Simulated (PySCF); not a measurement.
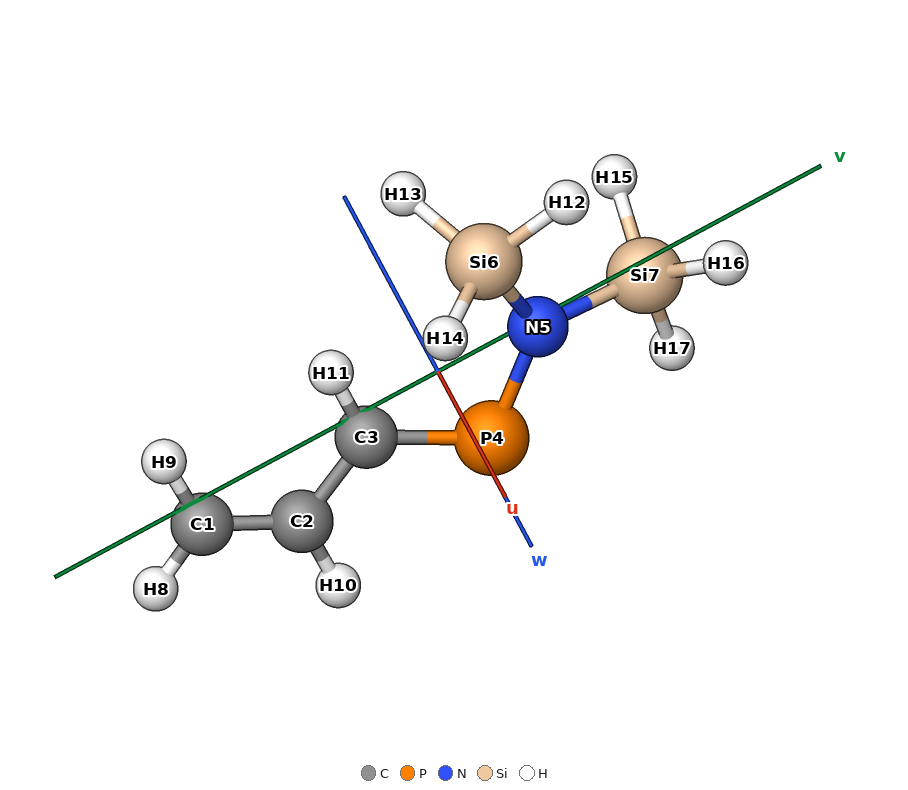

The lines u, v and w are the principal axes of the static dipole polarisability. The computed structure is the end point of a GFN2-xTB optimisation. No frequency run is at hand to confirm it as a minimum. Computed with B3LYP/def2-SVPD (PySCF 2.14.0).

Question: Along which axis is the molecule most polarisable, and along which least?

Answer: Most along v (close to the long direction C1···Si7), least along u.

Question: Give the three principal values.

Answer: u 90.1, v 202.2, w 114.5 bohr³; mean 135.6, anisotropy 102.2 bohr³.

The geometry is semi-empirical. Around P, Si such bond lengths and angles can be off by a tenth of an ångström or more and by several degrees, and values that hang on the shape move with them.
